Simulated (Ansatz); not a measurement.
# AlBGeH (quartet): one geometry, many settings at distance Al1–H4 = 1.713 Å

Aim: run AlBGeH (quartet) at one geometry under a spread of methods and options, and see what each costs and gives.

Method: the settings change from run to run; program: Ansatz 0.2.0, Gaussian basis.

20 further runs of the same task are left out: 2 for a mislabelled method, 14 that didn't finish, 4 set aside as unsound or not needed.

## Step 1: The geometry

The geometry derives from a PBE0/def2-TZVP stationary point (not a proven minimum). One bond is set to the value named and the two fragments are kept rigid. No spin-orbit coupling is included. The filled d shell of Ge may be among the frozen orbitals whatever the setting's name suggests; the logs give the count.

4 atoms, charge 0, spin multiplicity 4.

Atoms are counted from 1 here; the program's logs count them from 0.

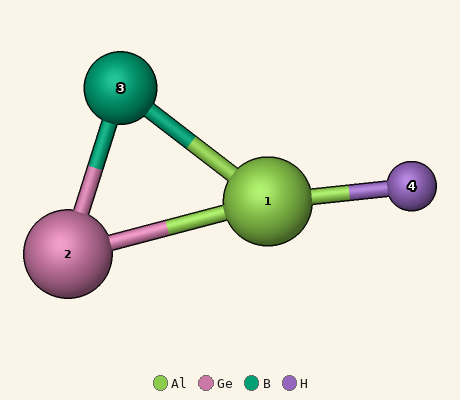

The geometry (aluminium green, germanium pink, boron teal, hydrogen purple); atoms are numbered from 1 in the order of the file.

Geometry (Å):

```xyz
4
charge 0, multiplicity 4
Al    0.0000    0.2262    1.7048
Ge    0.0000    0.1415   -0.7436
B     0.0000   -1.5658    0.4255
H     0.0000    0.5438    3.3881
```

## Step 2: MRCISD+Q(7,8)/STO-3G

Contents of in.yaml:

```yaml
crystal:
  periodic: [false, false, false]
  atoms:
    - {symbol: Al, position_ang: [0.000000, 0.226151, 1.704776]}
    - {symbol: Ge, position_ang: [0.000000, 0.141497, -0.743560]}
    - {symbol: B, position_ang: [0.000000, -1.565847, 0.425473]}
    - {symbol: H, position_ang: [0.000000, 0.543834, 3.388060]}
basis:
  gaussian: {orbitals: STO-3G}
magnetization: {spin_polarized: false, initial_magnetization: 3}
correlation: {method: fic_mrcisd_q, electrons: outside_noble_gas, active_space: {window: {electrons: 7, orbitals: 8}}}
```

On the command line:

```sh
$ ansatz run in.yaml --threads 1 --pin off --events-out ev --progress --plain --max-ram 2393MiB
```

Log, shortened:

```text
Functional definition: HF
  name "HF"
  cite "Fock, Z. Phys. 61, 126 (1930) doi:10.1007/BF01340294"
  parent pbe
[...]
346 factors; integrals over basis functions are off by at most 1.0e-4 eV
[...]
mean field -63006.81048114 eV, -2315.4575776319 hartree, gradient 1.6e-6 eV, S^2 3.750000; 7 other end points of the search recorded, 0 dependent functions left out
reference -63006.81048114 eV, -2315.4575776319 hartree; 27, 24 occupied and 6, 9 virtual orbitals, 346 factors
state -63008.66850082 eV, -2315.5258585955 hartree
contracted CI cycle   1: correlation 0.00000000 eV, 0.0000000000 hartree, residual 6.97e0 eV
contracted CI cycle   2: correlation -1.54746631 eV, -0.0568683379 hartree, residual 2.15e0 eV
contracted CI cycle   3: correlation -1.71056532 eV, -0.0628621160 hartree, residual 7.19e-1 eV
contracted CI cycle   4: correlation -1.72750763 eV, -0.0634847345 hartree, residual 2.44e-1 eV
contracted CI cycle   5: correlation -1.72952771 eV, -0.0635589710 hartree, residual 9.18e-2 eV
contracted CI cycle   6: correlation -1.72981770 eV, -0.0635696281 hartree, residual 3.28e-2 eV
contracted CI cycle   7: correlation -1.72985379 eV, -0.0635709541 hartree, residual 1.08e-2 eV
contracted CI cycle   8: correlation -1.72985770 eV, -0.0635710978 hartree, residual 3.98e-3 eV
contracted CI cycle   9: correlation -1.72985821 eV, -0.0635711167 hartree, residual 1.35e-3 eV
state -63008.66850082 eV, -2315.5258585955 hartree; corrected -63010.52730407 eV, -2315.5941683551 hartree
Total energy: -63010.52730407 eV, -2315.5941683551 hartree
```

Run time: 5.5 s. Hardware: 1 thread of Intel Xeon 6975P-C, shared host.

From the report: 792 determinants; active occupations 1.96, 1.94, 1.01, 1.00, 0.97, 0.06, 0.04, 0.03.

## Step 3: BCCD on UHF/STO-3G

Contents of in.yaml:

```yaml
crystal:
  periodic: [false, false, false]
  atoms:
    - {symbol: Al, position_ang: [0.000000, 0.226151, 1.704776]}
    - {symbol: Ge, position_ang: [0.000000, 0.141497, -0.743560]}
    - {symbol: B, position_ang: [0.000000, -1.565847, 0.425473]}
    - {symbol: H, position_ang: [0.000000, 0.543834, 3.388060]}
basis:
  gaussian: {orbitals: STO-3G}
magnetization: {spin_polarized: true, initial_magnetization: 3}
hamiltonian: {pseudopotentials: {relativity: scalar}}
correlation: {method: bccd, electrons: outside_noble_gas}
accuracy: high
scf: {lower_state_search: full}
output: {forces: true}
```

Same command.

Log, shortened:

```text
Functional definition: HF
  name "HF"
  cite "Fock, Z. Phys. 61, 126 (1930) doi:10.1007/BF01340294"
  parent pbe
[...]
530 factors; integrals over basis functions are off by at most 7.6e-9 eV
[...]
mean field -63473.61233309 eV, -2332.6122292813 hartree, gradient 2.3e-8 eV, S^2 3.792249; 12 other end points of the search recorded, 0 dependent functions left out
determinant -63473.61233309 eV, -2332.6122292813 hartree, with singles and doubles -63476.98836093 eV, -2332.7362960161 hartree
determinant -63472.42026045 eV, -2332.5684214200 hartree, with singles and doubles -63475.32853899 eV, -2332.6752986847 hartree
determinant -63471.86712852 eV, -2332.5480941964 hartree, with singles and doubles -63475.11857597 eV, -2332.6675826863 hartree
determinant -63470.99839127 eV, -2332.5161686912 hartree, with singles and doubles -63473.74422017 eV, -2332.6170760422 hartree
[...]
20 core orbitals not correlated, not the lowest: weight in the atoms' cores, before any rotation towards them, 0.910 or more for the frozen orbitals, at most 0.086 for the correlated occupied ones
reference -63473.61233309 eV, -2332.6122292813 hartree; 7, 4 occupied and 6, 9 virtual orbitals, 530 factors
second order -2.42337916 eV of doubles, -0.00000000 eV of singles
cycle   1  -3.37004831 eV  change    6.0e-3 eV  update   2.5e-2
[...]
cycle  26  -3.35954921 eV  change   8.2e-11 eV  update  5.8e-10
[...]
Total energy: -63476.97188230 eV, -2332.7356904376 hartree
Relativity: scalar
Atom 0 at     0.000000     0.226151     1.704776 Å, force    -0.000000    -0.321727     0.295363 eV/Å
Atom 1 at     0.000000     0.141497    -0.743560 Å, force     0.000000    -0.864039     2.527022 eV/Å
Atom 2 at     0.000000    -1.565847     0.425473 Å, force    -0.000000     1.784841     0.031171 eV/Å
Atom 3 at     0.000000     0.543834     3.388060 Å, force     0.000000    -0.599075    -2.853557 eV/Å
Dipole moment:     0.000000     0.238777     0.325738 e Å
```

Run time: 2.7 s. Hardware: 1 thread of Intel Xeon 6975P-C, shared host.

From the report: ⟨S²⟩ of the determinant 3.792 (pure quartet: 3.75); correlation -3.3595 eV; largest double amplitude 0.10.

## Step 4: MP2 on ROHF/cc-pVDZ

Contents of in.yaml:

```yaml
crystal:
  periodic: [false, false, false]
  atoms:
    - {symbol: Al, position_ang: [0.000000, 0.226151, 1.704776]}
    - {symbol: Ge, position_ang: [0.000000, 0.141497, -0.743560]}
    - {symbol: B, position_ang: [0.000000, -1.565847, 0.425473]}
    - {symbol: H, position_ang: [0.000000, 0.543834, 3.388060]}
basis:
  gaussian: {orbitals: cc-pVDZ}
magnetization: {spin_polarized: false, initial_magnetization: 3}
correlation: {method: mp2, electrons: outside_noble_gas}
```

The command is unchanged.

Log, shortened:

```text
Functional definition: HF
  name "HF"
  cite "Fock, Z. Phys. 61, 126 (1930) doi:10.1007/BF01340294"
  parent pbe
[...]
686 factors; integrals over basis functions are off by at most 7.3e-4 eV
[...]
mean field -63739.20374525 eV, -2342.3725336538 hartree, gradient 2.4e-6 eV, S^2 3.750000; 12 other end points of the search recorded, 0 dependent functions left out
[...]
20 core orbitals not correlated: weight in the atoms' cores, before any rotation towards them, 1.000 or more for the frozen orbitals, at most 0.000 for the correlated occupied ones
reference -63739.20374525 eV, -2342.3725336538 hartree; 7, 4 occupied and 37, 40 virtual orbitals, 686 factors
second order -4.97803527 eV of doubles, -0.07321671 eV of singles
Total energy: -63744.25499723 eV, -2342.5581637402 hartree
```

Wall time 5.5 s (1 thread of Intel Xeon 6975P-C, shared host).

## Step 5: CCSD(T)/cc-pVDZ

Edit in.yaml of step 4 so:

```diff
@@ -10,2 +10,4 @@
 magnetization: {spin_polarized: false, initial_magnetization: 3}
-correlation: {method: mp2, electrons: outside_noble_gas}
+hamiltonian: {xc: {name: PBE0}, pseudopotentials: {relativity: scalar}}
+correlation: {method: ccsd_t, electrons: outside_noble_gas}
+output: {forces: true}
```

Same command.

Log, shortened:

```text
Functional definition: PBE0
  name "PBE0"
  cite "Adamo & Barone, J. Chem. Phys. 110, 6158 (1999) doi:10.1063/1.478522"
  cite "Perdew, Burke & Ernzerhof, Phys. Rev. Lett. 77, 3865 (1996) doi:10.1103/PhysRevLett.77.3865"
  parent pbe
[...]
686 factors; integrals over basis functions are off by at most 7.4e-4 eV
[...]
mean field -64267.71553464 eV, -2361.7949836757 hartree, gradient 1.6e-6 eV, S^2 3.750000; 2 other end points of the search recorded, 0 dependent functions left out
[...]
20 core orbitals not correlated: weight in the atoms' cores, before any rotation towards them, 0.999 or more for the frozen orbitals, at most 0.000 for the correlated occupied ones
reference -64215.43209443 eV, -2359.8736026872 hartree; 7, 4 occupied and 37, 40 virtual orbitals, 686 factors
second order -5.36089726 eV of doubles, -0.27461973 eV of singles
cycle   1  -5.99618609 eV  change   -3.6e-1 eV  update   8.4e-2
[...]
cycle  17  -6.29063799 eV  change    3.0e-9 eV  update   3.9e-7
perturbative correction -0.34935752 eV, -0.0128386519 hartree
[...]
Total energy: -64222.07208994 eV, -2360.1176180213 hartree
Relativity: scalar
Atom 0 at     0.000000     0.226151     1.704776 Å, force     0.000000     0.471679     1.720130 eV/Å
Atom 1 at     0.000000     0.141497    -0.743560 Å, force     0.000000     0.409611    -0.662765 eV/Å
Atom 2 at     0.000000    -1.565847     0.425473 Å, force    -0.000000    -0.634595     0.154755 eV/Å
Atom 3 at     0.000000     0.543834     3.388060 Å, force    -0.000000    -0.246696    -1.212121 eV/Å
Dipole moment:     0.000000     0.262543     0.025723 e Å
```

Run time: 9 s. Hardware: 1 thread of Intel Xeon 6975P-C, shared host.

From the report: correlation -6.6400 eV; T1 0.021; largest double amplitude 0.07. The orbitals are Kohn-Sham ones, so correlation energy and T1 don't compare with those on Hartree-Fock orbitals.

## Step 6: CCSD(T) on UHF/cc-pVDZ

Contents of in.yaml:

```yaml
crystal:
  periodic: [false, false, false]
  atoms:
    - {symbol: Al, position_ang: [0.000000, 0.226151, 1.704776]}
    - {symbol: Ge, position_ang: [0.000000, 0.141497, -0.743560]}
    - {symbol: B, position_ang: [0.000000, -1.565847, 0.425473]}
    - {symbol: H, position_ang: [0.000000, 0.543834, 3.388060]}
basis:
  gaussian: {orbitals: cc-pVDZ}
magnetization: {spin_polarized: true, initial_magnetization: 3}
correlation: {method: ccsd_t, electrons: valence, diis_vectors: 4}
output: {forces: true}
```

Same command.

Log, shortened:

```text
Functional definition: HF
  name "HF"
  cite "Fock, Z. Phys. 61, 126 (1930) doi:10.1007/BF01340294"
  parent pbe
[...]
686 factors; integrals over basis functions are off by at most 7.3e-4 eV
[...]
mean field -63739.35733927 eV, -2342.3781781299 hartree, gradient 9.8e-6 eV, S^2 3.792340; 10 other end points of the search recorded, 0 dependent functions left out
determinant -63739.35733927 eV, -2342.3781781299 hartree, with singles and doubles -63745.71961220 eV, -2342.6119873478 hartree
determinant -63738.36547178 eV, -2342.3417276721 hartree, with singles and doubles -63744.69708200 eV, -2342.5744100559 hartree
determinant -63737.99331703 eV, -2342.3280512373 hartree, with singles and doubles -63744.21624088 eV, -2342.5567394707 hartree
determinant -63737.40623770 eV, -2342.3064764700 hartree, with singles and doubles -63743.61070633 eV, -2342.5344864865 hartree
15 core orbitals not correlated: weight in the atoms' cores, before any rotation towards them, 1.000 or more for the frozen orbitals, at most 0.000 for the correlated occupied ones
reference -63739.35733927 eV, -2342.3781781299 hartree; 12, 9 occupied and 37, 40 virtual orbitals, 686 factors
second order -5.38386749 eV of doubles, -0.00000000 eV of singles
cycle   1  -6.36235237 eV  change   -7.9e-5 eV  update   2.2e-3
[...]
cycle  13  -6.36387231 eV  change    1.9e-7 eV  update   3.3e-7
perturbative correction -0.34999801 eV, -0.0128621895 hartree
[...]
Total energy: -63746.07120959 eV, -2342.6249083133 hartree
Atom 0 at     0.000000     0.226151     1.704776 Å, force     0.000000     0.471656     1.695579 eV/Å
Atom 1 at     0.000000     0.141497    -0.743560 Å, force    -0.000000     0.384818    -0.602570 eV/Å
Atom 2 at     0.000000    -1.565847     0.425473 Å, force     0.000000    -0.615256     0.125557 eV/Å
Atom 3 at     0.000000     0.543834     3.388060 Å, force     0.000000    -0.241218    -1.218567 eV/Å
Dipole moment:     0.000000     0.259451     0.042802 e Å
```

It took 20 s on 1 thread of Intel Xeon 6975P-C, shared host.

From the report: ⟨S²⟩ of the determinant 3.792 (pure quartet: 3.75); correlation -6.7139 eV; T1 0.023; largest double amplitude 0.07.

## Step 7: MP2 on ROHF/def2-SVP

Edit in.yaml of step 6 so:

```diff
@@ -8,5 +8,6 @@
 basis:
-  gaussian: {orbitals: cc-pVDZ}
-magnetization: {spin_polarized: true, initial_magnetization: 3}
-correlation: {method: ccsd_t, electrons: valence, diis_vectors: 4}
+  gaussian: {orbitals: def2-SVP}
+magnetization: {spin_polarized: false, initial_magnetization: 3}
+correlation: {method: mp2, electrons: outside_noble_gas}
+accuracy: high
 output: {forces: true}
```

The command is unchanged.

Log, shortened:

```text
Functional definition: HF
  name "HF"
  cite "Fock, Z. Phys. 61, 126 (1930) doi:10.1007/BF01340294"
  parent pbe
[...]
1335 factors; integrals over basis functions are off by at most 4.8e-9 eV
[...]
mean field -63730.05809736 eV, -2342.0364372931 hartree, gradient 2.1e-8 eV, S^2 3.750000; 12 other end points of the search recorded, 0 dependent functions left out
[...]
20 core orbitals not correlated: weight in the atoms' cores, before any rotation towards them, 1.000 or more for the frozen orbitals, at most 0.000 for the correlated occupied ones
reference -63730.05809736 eV, -2342.0364372931 hartree; 7, 4 occupied and 42, 45 virtual orbitals, 1335 factors
second order -4.96316802 eV of doubles, -0.07234689 eV of singles
[...]
Total energy: -63735.09361227 eV, -2342.2214890527 hartree
Atom 0 at     0.000000     0.226151     1.704776 Å, force    -0.000000     0.105722     1.672493 eV/Å
Atom 1 at     0.000000     0.141497    -0.743560 Å, force     0.000000     0.087129    -0.260963 eV/Å
Atom 2 at     0.000000    -1.565847     0.425473 Å, force    -0.000000     0.007931     0.064044 eV/Å
Atom 3 at     0.000000     0.543834     3.388060 Å, force    -0.000000    -0.200782    -1.475574 eV/Å
Dipole moment:     0.000000     0.265004     0.064124 e Å
```

Run time: 10 s. Hardware: 1 thread of Intel Xeon 6975P-C, shared host.

## Step 8: MP2 on UHF/cc-pVDZ

Edit in.yaml of step 7 so:

```diff
@@ -8,5 +8,5 @@
 basis:
-  gaussian: {orbitals: def2-SVP}
-magnetization: {spin_polarized: false, initial_magnetization: 3}
-correlation: {method: mp2, electrons: outside_noble_gas}
+  gaussian: {orbitals: cc-pVDZ}
+magnetization: {spin_polarized: true, initial_magnetization: 3}
+correlation: {method: mp2, electrons: valence}
 accuracy: high
```

The command is unchanged.

Log, shortened:

```text
Functional definition: HF
  name "HF"
  cite "Fock, Z. Phys. 61, 126 (1930) doi:10.1007/BF01340294"
  parent pbe
[...]
1356 factors; integrals over basis functions are off by at most 4.4e-9 eV
[...]
mean field -63739.35741413 eV, -2342.3781808812 hartree, gradient 2.8e-8 eV, S^2 3.792340; 7 other end points of the search recorded, 0 dependent functions left out
15 core orbitals not correlated: weight in the atoms' cores, before any rotation towards them, 1.000 or more for the frozen orbitals, at most 0.000 for the correlated occupied ones
reference -63739.35741413 eV, -2342.3781808812 hartree; 12, 9 occupied and 37, 40 virtual orbitals, 1356 factors
second order -5.38389042 eV of doubles, -0.00000000 eV of singles
[...]
Total energy: -63744.74130455 eV, -2342.5760352049 hartree
Atom 0 at     0.000000     0.226151     1.704776 Å, force     0.000000     0.348943     1.676706 eV/Å
Atom 1 at     0.000000     0.141497    -0.743560 Å, force    -0.000000     0.295648    -0.348393 eV/Å
Atom 2 at     0.000000    -1.565847     0.425473 Å, force     0.000000    -0.463211     0.020897 eV/Å
Atom 3 at     0.000000     0.543834     3.388060 Å, force     0.000000    -0.181381    -1.349209 eV/Å
Dipole moment:     0.000000     0.270972     0.084456 e Å
```

Run time: 6 s. Hardware: 1 thread of Intel Xeon 6975P-C, shared host.

From the report: ⟨S²⟩ of the determinant 3.792 (pure quartet: 3.75).

## Step 9: BCCD on UHF/6-31G*

Edit in.yaml of step 8 so:

```diff
@@ -8,6 +8,5 @@
 basis:
-  gaussian: {orbitals: cc-pVDZ}
+  gaussian: {orbitals: "6-31G*"}
 magnetization: {spin_polarized: true, initial_magnetization: 3}
-correlation: {method: mp2, electrons: valence}
-accuracy: high
+correlation: {method: bccd, electrons: outside_noble_gas}
 output: {forces: true}
```

Same command.

Log, shortened:

```text
Functional definition: HF
  name "HF"
  cite "Fock, Z. Phys. 61, 126 (1930) doi:10.1007/BF01340294"
  parent pbe
[...]
646 factors; integrals over basis functions are off by at most 7.7e-4 eV
[...]
mean field -63731.88037696 eV, -2342.1034048333 hartree, gradient 2.1e-6 eV, S^2 3.792687; 5 other end points of the search recorded, 0 dependent functions left out
determinant -63731.88037696 eV, -2342.1034048333 hartree, with singles and doubles -63737.44526509 eV, -2342.3079106999 hartree
determinant -63730.88008748 eV, -2342.0666448728 hartree, with singles and doubles -63736.42030485 eV, -2342.2702441058 hartree
20 core orbitals not correlated: weight in the atoms' cores, before any rotation towards them, 1.000 or more for the frozen orbitals, at most 0.000 for the correlated occupied ones
reference -63731.88037696 eV, -2342.1034048333 hartree; 7, 4 occupied and 44, 47 virtual orbitals, 646 factors
second order -4.62975432 eV of doubles, -0.00000000 eV of singles
cycle   1  -5.54539382 eV  change   -1.1e-1 eV  update   2.5e-2
[...]
cycle  17  -5.55727317 eV  change   -8.1e-8 eV  update   2.9e-7
[...]
Total energy: -63737.43765013 eV, -2342.3076308554 hartree
Atom 0 at     0.000000     0.226151     1.704776 Å, force     0.000000     0.325399     1.336671 eV/Å
Atom 1 at     0.000000     0.141497    -0.743560 Å, force    -0.000000     0.230191    -0.330054 eV/Å
Atom 2 at     0.000000    -1.565847     0.425473 Å, force     0.000000    -0.293290     0.160242 eV/Å
Atom 3 at     0.000000     0.543834     3.388060 Å, force     0.000000    -0.262301    -1.166859 eV/Å
Dipole moment:     0.000000     0.182509     0.095671 e Å
```

Wall time 12 s (1 thread of Intel Xeon 6975P-C, shared host).

From the report: ⟨S²⟩ of the determinant 3.793 (pure quartet: 3.75); correlation -5.5573 eV; largest double amplitude 0.06.

## Step 10: CCSD(T) on UHF/cc-pVDZ

Edit in.yaml of step 9 so:

```diff
@@ -8,5 +8,6 @@
 basis:
-  gaussian: {orbitals: "6-31G*"}
+  gaussian: {orbitals: cc-pVDZ}
 magnetization: {spin_polarized: true, initial_magnetization: 3}
-correlation: {method: bccd, electrons: outside_noble_gas}
+correlation: {method: ccsd_t, electrons: outside_noble_gas}
+scf: {lower_state_search: off}
 output: {forces: true}
```

Same command.

Log, shortened:

```text
Functional definition: HF
  name "HF"
  cite "Fock, Z. Phys. 61, 126 (1930) doi:10.1007/BF01340294"
  parent pbe
[...]
686 factors; integrals over basis functions are off by at most 7.3e-4 eV
[...]
mean field -63739.35733927 eV, -2342.3781781299 hartree, gradient 9.8e-6 eV, S^2 3.792340; 0 other end points of the search recorded, 0 dependent functions left out
20 core orbitals not correlated: weight in the atoms' cores, before any rotation towards them, 1.000 or more for the frozen orbitals, at most 0.000 for the correlated occupied ones
reference -63739.35733927 eV, -2342.3781781299 hartree; 7, 4 occupied and 37, 40 virtual orbitals, 686 factors
second order -4.86680883 eV of doubles, -0.00000000 eV of singles
cycle   1  -5.49694009 eV  change   -6.3e-1 eV  update   9.2e-2
[...]
cycle  18  -5.87347099 eV  change    2.3e-7 eV  update   2.6e-7
perturbative correction -0.31788637 eV, -0.0116821086 hartree
[...]
Total energy: -63745.54869663 eV, -2342.6057063163 hartree
Atom 0 at     0.000000     0.226151     1.704776 Å, force     0.000000     0.463845     1.758211 eV/Å
Atom 1 at     0.000000     0.141497    -0.743560 Å, force    -0.000000     0.444928    -0.719855 eV/Å
Atom 2 at     0.000000    -1.565847     0.425473 Å, force     0.000000    -0.666963     0.177369 eV/Å
Atom 3 at     0.000000     0.543834     3.388060 Å, force     0.000000    -0.241810    -1.215726 eV/Å
Dipole moment:     0.000000     0.262037     0.034059 e Å
Checks for a lower state left out: starts, cluster_reference, orbital_swaps, neighbouring_geometries, increment
```

Wall time 4.7 s (1 thread of Intel Xeon 6975P-C, shared host).

From the report: ⟨S²⟩ of the determinant 3.792 (pure quartet: 3.75); correlation -6.1914 eV; T1 0.031; largest double amplitude 0.07.

## Step 11: All runs side by side

Where basis and cores are those of an earlier UCCSDT(Q)/cc-pVDZ run (-63745.6337 eV), and the state is the same kind, the miss against it is given.

| level | correlated | functions | energy (eV) | from UCCSDT(Q) (meV) | time |
| --- | --- | --- | --- | --- | --- |
| MRCISD+Q(7,8)/STO-3G | outside noble gas | 33 | -63010.5273 |  | 5.5 s |
| BCCD on UHF/STO-3G (relativity set) | outside noble gas | 33 | -63476.9719 |  | 2.7 s |
| MP2 on ROHF/cc-pVDZ | outside noble gas | 64 | -63744.2550 | 1378.7 | 5.5 s |
| CCSD(T)/cc-pVDZ (on PBE0 orbitals, relativity set) | outside noble gas | 64 | -64222.0721 |  | 9 s |
| CCSD(T) on UHF/cc-pVDZ | valence | 64 | -63746.0712 |  | 20 s |
| MP2 on ROHF/def2-SVP | outside noble gas | 69 | -63735.0936 |  | 10 s |
| MP2 on UHF/cc-pVDZ | valence | 64 | -63744.7413 |  | 6 s |
| BCCD on UHF/6-31G* | outside noble gas | 71 | -63737.4377 |  | 12 s |
| CCSD(T) on UHF/cc-pVDZ | outside noble gas | 64 | -63745.5487 | 85.0 | 4.7 s |

## Step 12: Summary of results

```
quantity                                       value
    runs                                           9
quickest  BCCD on UHF/STO-3G (relativity set), 2.7 s
 slowest                CCSD(T) on UHF/cc-pVDZ, 20 s
```

In words: Total energies in different bases, with other cores or another treatment of relativity can't be set against each other. CCSD(T) on UHF/cc-pVDZ took 7 times as long as BCCD on UHF/STO-3G (relativity set); the jobs differ in more than the method. Among the correlated runs with a miss given, it spans +85 to +1379 meV.
